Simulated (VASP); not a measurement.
# A VASP study of SrIr2 (LDA): structure first, properties next, part 6 of 6

Aim: relax SrIr2, then compute properties on the relaxed cell. Left out of this account: 1 further run (relaxation: it shows nothing beyond the runs told). The start is a computed cell from the Materials Project.

VASP 6.6.1; LDA; plane waves and PAW (Sr_sv, Ir).

Still holding for the runs below: The k-mesh is coarse for a metal.

So far. Step 13 (Volume scan with LDA, volume scale 1.04): The run ends at a pressure of -6.38 GPa.

## (14) Volume scan with LDA, volume scale 1.06

A prediction first. A parabola through the 6 pressures of evenly scaled cells so far, P = -0.01 -179.4 t +446 t² GPa with t = ln(V/V₁) and V₁ the volume at scale 1, gives -8.96 GPa at t = +0.0583.

The input, INCAR:

```
SYSTEM = SrIr2
PREC = Accurate
ENCUT = 400
EDIFF = 1E-06
NELM = 100
ISMEAR = 1
SIGMA = 0.2
LREAL = .FALSE.
ALGO = Normal
GGA = CA
NBANDS = 34
LASPH = .TRUE.
LORBIT = 11
LWAVE = .FALSE.
LCHARG = .FALSE.
KPAR = 4
ISIF = 2
```

The input, POSCAR:

```
SrIr2
1.0
    0.0000000000      3.8744929267      3.8744929267
    3.8744929267      0.0000000000      3.8744929267
    3.8744929267      3.8744929267      0.0000000000
Sr Ir
2 4
Direct
    0.2500000000      0.2500000000      0.2500000000
    0.0000000000      0.0000000000      0.0000000000
    0.6250000000      0.1250000000      0.6250000000
    0.6250000000      0.6250000000      0.1250000000
    0.1250000000      0.6250000000      0.6250000000
    0.6250000000      0.6250000000      0.6250000000
```

The input, KPOINTS:

```
Automatic mesh
0
Gamma
5 5 5
0 0 0
```

PAW data sets: Sr_sv and Ir (LDA family, release 64).

Command:

```bash
$ mpirun -np 4 vasp_std
```

The log of the run:

```text
[... set-up lines as in an earlier step ...]
 entering main loop
       N       E                     dE             d eps       ncg     rms          rms(c)
DAV:   1     0.486659508109E+03    0.48666E+03   -0.22037E+04   680   0.131E+03
DAV:   2    -0.357747839260E+01   -0.49024E+03   -0.47751E+03   680   0.445E+02
DAV:   3    -0.473907512739E+02   -0.43813E+02   -0.42382E+02  1010   0.110E+02
DAV:   4    -0.503580091222E+02   -0.29673E+01   -0.29526E+01  1104   0.268E+01
[...]
DAV:  11    -0.466039740665E+02   -0.23840E-04   -0.16553E-04  1054   0.735E-02    0.455E-02
DAV:  12    -0.466039715049E+02    0.25617E-05   -0.27206E-05   938   0.302E-02    0.864E-03
DAV:  13    -0.466039713235E+02    0.18134E-06   -0.89265E-07   458   0.705E-03
   1 F= -.46603971E+02 E0= -.46601310E+02  d E =-.798515E-02
```

Wall time 11 s (4 MPI ranks of AMD EPYC 7R43, shared host); peak memory 0.6 GiB; 43 s of CPU time.

Parts of OUTCAR (step 14):

```text
  Total       -6.5675570     -6.5675570     -6.5675570      0.0000000      0.0000000     -0.0000000
  in kB      -90.4565078    -90.4565078    -90.4565078      0.0000000      0.0000000     -0.0000000
  external PRESSURE =     -90.4565078 kB  Pullay stress =       0.0000000 kB

 POSITION                                       TOTAL-FORCE (eV/Angst)
 -----------------------------------------------------------------------------------
      1.93725      1.93725      1.93725         0.000000     -0.000000     -0.000000
      0.00000      0.00000      0.00000        -0.000000      0.000000      0.000000
      2.90587      4.84312      2.90587         0.000000      0.000000     -0.000000
      2.90587      2.90587      4.84312         0.000000      0.000000     -0.000000
      4.84312      2.90587      2.90587        -0.000000      0.000000     -0.000000
      4.84312      4.84312      4.84312         0.000000      0.000000     -0.000000
 -----------------------------------------------------------------------------------
    total drift:                                0.000000      0.000000      0.000000

  FREE ENERGIE OF THE ION-ELECTRON SYSTEM (eV)
  ---------------------------------------------------
  free  energy   TOTEN  =       -46.6039713235 eV

  energy  without entropy=      -46.5959861715  energy(sigma->0) =      -46.60130961

[... 1 part as in an earlier step ...]

[... 2 further parts left out ...]
[key lines of the parts left out:]
E-fermi :   5.6526
```

The pressure falls from -6.38 to -9.05 GPa. The parabola predicted -8.96 GPa, +0.09 GPa off.

## (15) Side by side

Times are for 4 MPI ranks of AMD EPYC 7R43, shared host. Results by setting:

```
no.  volume scale  energy above the lowest point (meV/atom)  pressure (GPa)  time  memory (GiB)
  1          0.94                                     41.68           12.81  12 s           0.6
  2          0.96                                     17.85           8.032  13 s          0.59
  3          0.98                                      4.33           3.788  12 s          0.61
  4             1                                         0       -0.004652  12 s          0.59
  5          1.02                                      3.82          -3.377  12 s          0.61
  6          1.04                                     14.93          -6.378  12 s          0.59
  7          1.06                                      32.5          -9.046  11 s           0.6
```

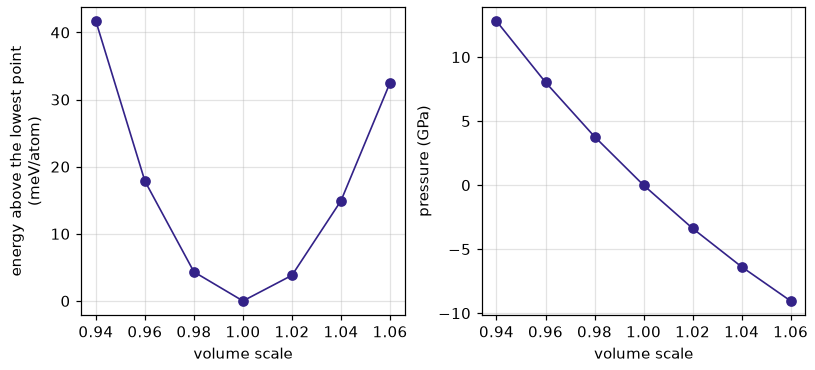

The series as plots.

## (16) Fit for LDA

This step: Birch-Murnaghan fit, LDA; plane waves and PAW (VASP 6.6.1).

No new run; the numbers come from the runs before.

Numbers from this step:

```
pressure derivative of the bulk modulus : 4.804
r.m.s. error of the fit                 : 3.07e-6 eV/atom
minimum inside the sampled range        : yes
bulk modulus                            : 178.5 GPa
equilibrium volume of the fit           : 18.29 Å³/atom
```

Energy above the fitted minimum against volume:

```
volume (Å³/atom)  energy above the fitted minimum (eV/atom)
          17.193                                     0.0417
          17.559                                     0.0179
          17.924                                    0.00434
          18.290                                     5.4e-6
          18.656                                    0.00382
          19.022                                     0.0149
          19.388                                     0.0325
```

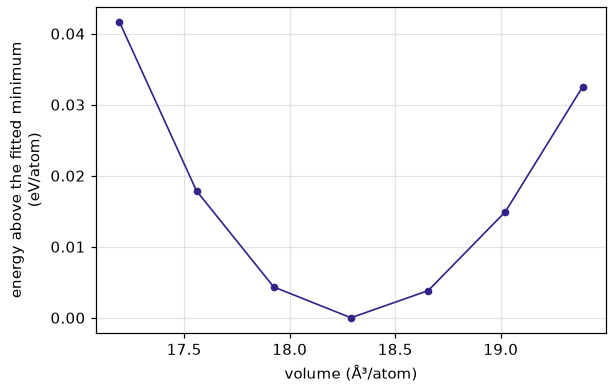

Energy above the fitted minimum, plotted against volume.

The fitted volume lies +0.02 % from the relaxed one.

## (17) Outcome

```
relaxed volume                            : 18.29 Å³/atom
relaxed conventional cell a, b, c         : 7.600, 7.600, 7.600 Å
space group after relaxing, within 0.02 Å : Fd-3m (No. 227)
band gap                                  : none, a metal
DOS at the Fermi level                    : 9.16 states/eV/cell
highest zone-centre mode                  : 205 cm⁻¹
bulk modulus from the fit                 : 178 GPa
volume from the fit                       : 18.3 Å³/atom
```

With LDA, SrIr2 relaxes to 18.29 Å³/atom in space group Fd-3m (held by the symmetry of the run), comes out as a metal and has a bulk modulus of 178 GPa. Bands along the symmetry lines (LDA): Of the bands kept, 4 cross the Fermi level on this path. Vibrations at Γ (LDA): The highest mode in this list at Γ, 204.6 cm⁻¹, is mostly motion of Ir (100 % of the kinetic energy). Spin-orbit coupling is left out, and with elements this heavy it would split and shift bands near the Fermi level. The k-sampling is coarse for a metal, so the Fermi level, pressures and the shape of the cell carry errors. Modes at Γ alone can't show that the crystal is stable at other wave vectors. No search among competing phases was made, and a listed structure need not be the one stable at ambient conditions. All values are for a static lattice at zero temperature.

[Lines on the potential files, build, host, timing and source positions are cut from VASP's logs without a mark.]

[Logs are printed without paths, hosts, clocks, repeated set-up lines and the standing remarks that a program may print on its own settings, such as how far it seeks lower states.]

[Hosts, paths, dates, database ids (printed as entryN), source tags and the programs' standing remarks are cut or masked in the printed files.]

[A measured line is paired with the nearest computed mode of its activity, which favours agreement.]
